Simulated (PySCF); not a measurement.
# C3H6O2 (glycidol) at BP86/6-31G(d) (spherical functions)

Aim: the vertical ionisation energy of C3H6O2 (glycidol) at BP86/6-31G* (spherical functions), from 2 runs. 

The calculation is run with PySCF 2.14.0.

2 further runs of the same task are left out: 1 that didn't finish, 1 set aside as unsound or not needed.

## 1. The molecule

The species is C3H6O2 (11 atoms), meant as a singlet with charge 0. SMILES: `OCC1CO1`. Geometry: relaxed at PBE0-D4/def2-TZVP. This is a higher conformer, about 13 kJ/mol above the lowest found by a separate search.

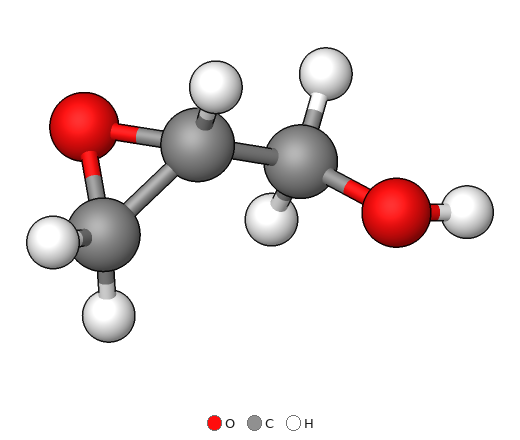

Viewed from a chosen angle; oxygen red, carbon grey, hydrogen white.

## 2. A single-point energy at BP86/6-31G(d) (spherical functions)

File input.py:

```python
from pyscf import gto, dft

mol = gto.M(
    atom='''
O       -1.768800       0.140800      -0.697900
C       -0.917600      -0.298900       0.338700
C        0.336100       0.517700       0.274600
C        1.510600       0.042200      -0.443700
O        1.446200      -0.015200       0.973800
H       -2.628900      -0.268100      -0.583400
H       -0.652800      -1.359600       0.233600
H       -1.384400      -0.163200       1.324000
H        0.196400       1.591900       0.385000
H        2.221400       0.758500      -0.846900
H        1.467100      -0.919200      -0.949800
''',
    charge=0,
    basis='6-31g*',
    verbose=4,
    max_memory=1860,
)

mf = dft.RKS(mol, xc='bp86')
mf.conv_tol = 1e-10
mf.grids.level = 2
mf.kernel()
if not mf.converged:
    mf = mf.newton().run(mf.mo_coeff, mf.mo_occ)

etot = mf.e_tot
print('Final energy', etot)
```

Command:

```
$ OMP_NUM_THREADS=1 python input.py
```

Output:

```text
PySCF version 2.14.0

[... 84 lines left out ...]
converged SCF energy = -268.301726083855
Final energy -268.30172608385516
```

Wall time 6.9 s (1 thread of Arm Neoverse V2, shared host); peak memory 0.39 GiB.

## 3. The doublet cation, same level

File calc.py:

```python
from pyscf import gto, dft

mol = gto.M(
    atom='''
O     -1.768800     0.140800    -0.697900
C     -0.917600    -0.298900     0.338700
C      0.336100     0.517700     0.274600
C      1.510600     0.042200    -0.443700
O      1.446200    -0.015200     0.973800
H     -2.628900    -0.268100    -0.583400
H     -0.652800    -1.359600     0.233600
H     -1.384400    -0.163200     1.324000
H      0.196400     1.591900     0.385000
H      2.221400     0.758500    -0.846900
H      1.467100    -0.919200    -0.949800
''',
    basis='6-31g*',
    spin=1,
    max_memory=1860,
    verbose=3,
    charge=1,
)

calc0 = dft.UKS(mol, xc='bp86')
calc0.grids.level = 2
calc0.conv_tol = 1e-10
calc0.kernel()
if not calc0.converged:
    calc0 = calc0.newton().run(calc0.mo_coeff, calc0.mo_occ)

e_tot = calc0.e_tot
print(f'total energy: {e_tot:.8f} hartree')
```

Command:

```
$ OMP_NUM_THREADS=1 python calc.py
```

Output:

```text
WARN: HOMO -0.338401626020991 >= LUMO -0.33840162602099

SCF not converged.
SCF energy = -267.956948859322 after 50 cycles  <S^2> = 0.75138052  2S+1 = 2.00138
converged SCF energy = -267.956948918233  <S^2> = 0.75138034  2S+1 = 2.0013799
total energy: -267.95694892 hartree
```

Wall time 42 s (1 thread of Arm Neoverse V2, shared host); peak memory 0.46 GiB.

## 4. Summary of results

Level: BP86/6-31G* (spherical functions).

| quantity | value |
| --- | --- |
| singlet C3H6O2: total energy | -268.30173 Eh |
| singlet C3H6O2: dipole moment | 1.64 D |
| singlet C3H6O2: HOMO energy | -5.94 eV |
| singlet C3H6O2: LUMO energy | 1.00 eV |
| singlet C3H6O2: HOMO–LUMO gap | 6.94 eV |
| doublet cation: total energy | -267.95695 Eh |
| doublet cation: HOMO energy (highest over α and β) | -12.87 eV |
| doublet cation: LUMO energy (lowest over α and β) | -12.77 eV |
| doublet cation: ⟨S²⟩ | 0.751 |
| vertical ionisation energy (to the doublet cation) | 9.382 eV |

**Reading.** The vertical ionisation energy comes to 9.38 eV (216 kcal/mol). −ε(HOMO) before ionisation, 5.94 eV, is 3.44 eV below this ionisation energy. Mulliken charges (doublet cation) run from -0.41 on O1 to +0.48 on H6; they depend strongly on the basis.
